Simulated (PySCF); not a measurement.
# C3H5ClO (SMILES ClC1COC1): levels of theory compared

We compute a comparison of 6 runs (HF/STO-3G, B3LYP/6-31G*, BLYP/6-31G**, PBE0/def2-SVP, TPSS/def2-SVP, MP2/pcseg-1) of C3H5ClO. 

The calculation is run with PySCF 2.14.0.

## Step 1: The system as given

C3H5ClO: 10 atoms, total charge 0, spin state singlet. SMILES: `ClC1COC1`. The coordinates come from a GFN2-xTB relaxation.

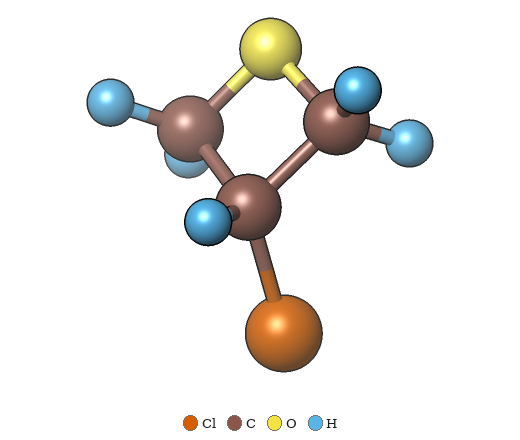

The structure, seen from a chosen angle (chlorine orange, carbon brown, oxygen yellow, hydrogen blue).

## Step 2: Energy and forces at HF/STO-3G (run 1)

Input file input.xyz:

```xyz
10
C3H5ClO
Cl    -2.137970     0.686600     0.254110
C     -0.383250     0.511060     0.387260
C      0.144870    -0.907190     0.609940
O      0.969220    -0.807120    -0.551890
C      0.396970     0.446320    -0.926930
H     -0.032080     1.255230     1.100170
H      0.726770    -1.068260     1.520020
H     -0.609420    -1.691910     0.504820
H      1.152970     1.219910    -1.077870
H     -0.228090     0.355360    -1.819620
```

Input file calc.py:

```python
# ClC1COC1
from pyscf import gto, scf

mol = gto.M(
    atom='input.xyz',
    max_memory=1860,
    verbose=4,
    charge=0,
    basis='sto-3g',
    spin=0,
)

calc0 = scf.RHF(mol)
calc0.conv_tol = 1e-10
calc0.kernel()
if not calc0.converged:
    calc0 = calc0.newton().run(calc0.mo_coeff, calc0.mo_occ)

energy = calc0.e_tot
print(f'total energy: {energy:.8f} hartree')
grad = calc0.nuc_grad_method().kernel()
calc0.analyze()
```

Run with:

```
$ OMP_NUM_THREADS=1 python calc.py
```

The log of the run:

```text
PySCF version 2.14.0

[... 63 lines left out ...]
total energy: -643.53033363 hartree
[... 16 lines left out ...]
Two-electron Coulomb Energy =          519.873869788243724
[... 6 lines left out ...]
MO #4   energy= -11.1194711384721  occ= 2
[... 4 lines left out ...]
MO #9   energy= -7.81681783967929  occ= 2
[... 4 lines left out ...]
MO #14  energy= -0.751210640986776 occ= 2
[... 4 lines left out ...]
MO #19  energy= -0.503722238641408 occ= 2
[... 4 lines left out ...]
MO #24  energy= -0.352074825908785 occ= 2
[... 4 lines left out ...]
MO #29  energy= 0.634399992304405  occ= 0
[... 4 lines left out ...]
MO #34  energy= 0.818847336331231  occ= 0
[... 47 lines left out ...]
Dipole moment(X, Y, Z, Debye):  1.21017,  0.53409,  0.66890
```

Wall time 3.6 s (1 thread of Intel Xeon at 2.70GHz, shared host); peak memory 0.12 GiB.

## Step 3: Energy and forces at B3LYP/6-31G(d) (Cartesian functions) (run 2)

Input file calc.py:

```python
from pyscf import gto, dft

mol = gto.M(
    atom='''
Cl    -4.040178     1.297486     0.480198
C     -0.724238     0.965763     0.731815
C      0.273765    -1.714341     1.152620
O      1.831560    -1.525236    -1.042921
C      0.750165     0.843423    -1.751644
H     -0.060622     2.372041     2.079020
H      1.373396    -2.018719     2.872422
H     -1.151637    -3.197247     0.953972
H      2.178798     2.305296    -2.036879
H     -0.431028     0.671533    -3.438583
''',
    unit='bohr',
    verbose=4,
    cart=True,
    basis='6-31g*',
    max_memory=1860,
    charge=0,
)

calc0 = dft.RKS(mol, xc='b3lyp')
calc0.grids.level = 5
calc0.conv_tol = 1e-10
calc0.kernel()
if not calc0.converged:
    calc0 = calc0.newton().run(calc0.mo_coeff, calc0.mo_occ)

e_final = calc0.e_tot
print('E = %.10f Eh' % e_final)
grad = calc0.nuc_grad_method().kernel()
dip = calc0.dip_moment()
pop, q = calc0.mulliken_pop()
```

Run with:

```
$ OMP_NUM_THREADS=1 python calc.py
```

The log of the run:

```text
PySCF version 2.14.0

[... 81 lines left out ...]
converged SCF energy = -652.700099629341
[... 13 lines left out ...]
Dipole moment(X, Y, Z, Debye):  0.68247,  0.76030,  0.78173
[... 100 lines left out ...]
charge of    9H =      0.16161
```

Wall time 45 s (1 thread of Intel Xeon at 2.70GHz, shared host); peak memory 0.88 GiB.

Runs 3 to 4 aren't shown in full; the table further down has their settings and results.

## Step 4: Energy and gradient at TPSS/def2-SVP (run 5)

Input file input.py:

```python
import pyscf.grad
from pyscf import gto, dft

molecule = gto.Mole()
molecule.atom = '''
Cl    -4.040178     1.297486     0.480198
C     -0.724238     0.965763     0.731815
C      0.273765    -1.714341     1.152620
O      1.831560    -1.525236    -1.042921
C      0.750165     0.843423    -1.751644
H     -0.060622     2.372041     2.079020
H      1.373396    -2.018719     2.872422
H     -1.151637    -3.197247     0.953972
H      2.178798     2.305296    -2.036879
H     -0.431028     0.671533    -3.438583
'''
molecule.basis = 'def2-svp'
molecule.max_memory = 1860
molecule.verbose = 3
molecule.unit = 'bohr'
molecule.build()

mf = dft.RKS(molecule, xc='tpss')
mf.conv_tol = 1e-10
mf.grids.level = 5
mf.kernel()
if not mf.converged:
    mf = mf.newton().run(mf.mo_coeff, mf.mo_occ)

e_tot = mf.e_tot
print('Final energy', e_tot)
grad = mf.Gradients().kernel()
mf.analyze()
```

Run with:

```
$ OMP_NUM_THREADS=1 python input.py
```

The log of the run:

```text
converged SCF energy = -652.470404425294
[... 12 lines left out ...]
MO #3   energy= -10.0663386713071  occ= 2
[... 11 lines left out ...]
MO #15  energy= -0.48119842099264  occ= 2
[... 11 lines left out ...]
MO #27  energy= 0.0486401963677552 occ= 0
[... 11 lines left out ...]
MO #39  energy= 0.462935091125065  occ= 0
[... 11 lines left out ...]
MO #51  energy= 0.697039588449263  occ= 0
[... 11 lines left out ...]
MO #63  energy= 1.26251956080056   occ= 0
[... 11 lines left out ...]
MO #75  energy= 1.77909562106947   occ= 0
[... 11 lines left out ...]
MO #87  energy= 2.45132856860396   occ= 0
[... 11 lines left out ...]
MO #99  energy= 3.43401272635376   occ= 0
[... 11 lines left out ...]
Dipole moment(X, Y, Z, Debye):  0.53964,  0.78636,  0.78127
```

It took 74 s on 1 thread of Intel Xeon at 2.70GHz, shared host; peak memory 0.99 GiB.

## Step 5: Energy and forces at MP2/pcseg-1 (run 6)

Input file start.xyz:

```xyz
10
C3H5ClO
Cl    -2.137970     0.686600     0.254110
C     -0.383250     0.511060     0.387260
C      0.144870    -0.907190     0.609940
O      0.969220    -0.807120    -0.551890
C      0.396970     0.446320    -0.926930
H     -0.032080     1.255230     1.100170
H      0.726770    -1.068260     1.520020
H     -0.609420    -1.691910     0.504820
H      1.152970     1.219910    -1.077870
H     -0.228090     0.355360    -1.819620
```

Input file input.py:

```python
import pyscf.grad
from pyscf import gto, scf, mp

mol = gto.M(
    atom='start.xyz',
    verbose=4,
    max_memory=1860,
    basis='pcseg-1',
)

mf = scf.RHF(mol)
mf.conv_tol = 1e-10
mf.kernel()
if not mf.converged:
    mf = mf.newton().run(mf.mo_coeff, mf.mo_occ)

pt = mp.MP2(mf, frozen=9).run()
e_final = pt.e_tot
print('E(%s) = %.9f' % ('MP2', e_final))
grad = pt.Gradients().kernel()
mf.analyze()
```

Run with:

```
$ OMP_NUM_THREADS=1 python input.py
```

The log of the run:

```text
PySCF version 2.14.0

[... 85 lines left out ...]
Total Energy =                        -650.737944741134584
[... 14 lines left out ...]
MO #8   energy= -8.01946872969476  occ= 2
[... 12 lines left out ...]
MO #21  energy= -0.505671531759247 occ= 2
[... 12 lines left out ...]
MO #34  energy= 0.385767491130029  occ= 0
[... 12 lines left out ...]
MO #47  energy= 0.821156972219419  occ= 0
[... 12 lines left out ...]
MO #60  energy= 1.29979391192502   occ= 0
[... 12 lines left out ...]
MO #73  energy= 2.17836065418691   occ= 0
[... 12 lines left out ...]
MO #86  energy= 2.80281705956625   occ= 0
[... 12 lines left out ...]
MO #99  energy= 3.6852879347633    occ= 0
[... 112 lines left out ...]
Dipole moment(X, Y, Z, Debye):  0.57694,  0.97651,  0.95484
```

Wall time 26 s (1 thread of Intel Xeon at 2.70GHz, shared host); peak memory 0.71 GiB.

## Step 6: Overview of the runs

| run | level | Cartesian functions | integration grid | energy (Eh) | dipole moment (D) of the reference | HOMO energy (eV) | LUMO energy (eV) | wall time |
| --- | --- | --- | --- | --- | --- | --- | --- | --- |
| 1 | HF/STO-3G | no | – | -643.530334 | 1.48 | -9.58 | 9.74 | 3.6 s |
| 2 | B3LYP/6-31G* (Cartesian functions) | yes | 5 | -652.700100 | 1.29 | -7.10 | 0.74 | 45 s |
| 3 | BLYP/6-31G** (spherical functions) | no | 5 | -652.598317 | 1.23 | -5.55 | 0.02 | 48 s |
| 4 | PBE0/def2-SVP | no | 5 | -652.046726 | 1.27 | -7.46 | 1.15 | 39 s |
| 5 | TPSS/def2-SVP | no | 5 | -652.470404 | 1.23 | -5.92 | 0.23 | 74 s |
| 6 | MP2/pcseg-1 | no | – | -651.464513 | 1.48 | -11.81 | 3.99 | 26 s |

## Step 7: Results

| quantity | value |
| --- | --- |
| run 6: total energy | -651.46451 Eh |
| run 6: dipole moment (Hartree–Fock density) | 1.48 D |
| run 6: HOMO energy (Hartree–Fock orbitals) | -11.81 eV |
| run 6: LUMO energy (Hartree–Fock orbitals) | 3.99 eV |
| run 6: HOMO–LUMO gap (Hartree–Fock orbitals) | 15.80 eV |
| run 6: correlation energy (9 core orbitals frozen) | -726.6 mEh |
| run 6: largest force on an atom | 0.856 eV/Å |

In words: Over runs 1, 2, 3, 4, 5 the dipole moment (its size) runs from 1.23 D (BLYP/6-31G**) to 1.48 D (HF/STO-3G). The two ends differ in method and basis. Over runs 1, 2, 3, 4, 5 the HOMO–LUMO gap runs from 5.57 eV (BLYP/6-31G**) to 19.32 eV (HF/STO-3G). Totals of different functionals can't be ranked against each other. In run 1 the basis is minimal, so the values are rough. All runs together took 3.9 min, the longest 74 s.
